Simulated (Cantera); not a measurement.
Charge: 1 mol borazine, 1.8 mol H2O, 24 mol N2, equilibrated at 0.220 bar.

Cantera equilibrium calculation (NASA polynomials, part measured and part estimated; ideal gas, pure solids and liquids). Candidate condensed phases: B, BN, B2O3, B3O3H3, H2O; 39 gas species. The feed counts by its element totals alone. Mutual solubility and eutectic melting of coexisting phases are not modelled. Gases not in the tables: H3BO3. The numbers say what is thermodynamically allowed, not how fast it happens.

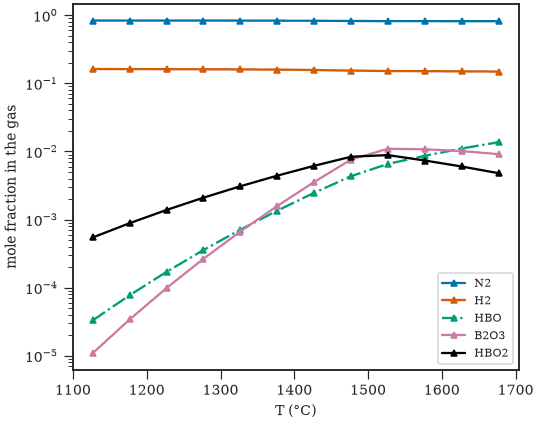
Fig. 1. Equilibrium gas composition (values under 1e-9 drawn at 1e-9)

From 1127 °C to 1477 °C the condensed part is BN(s) + B2O3(l). From 1527 °C to 1677 °C the condensed part is BN(s). The share of B in condensed phases is highest at 1127 °C (99.4 %) and lowest at 1677 °C (54.3 %).
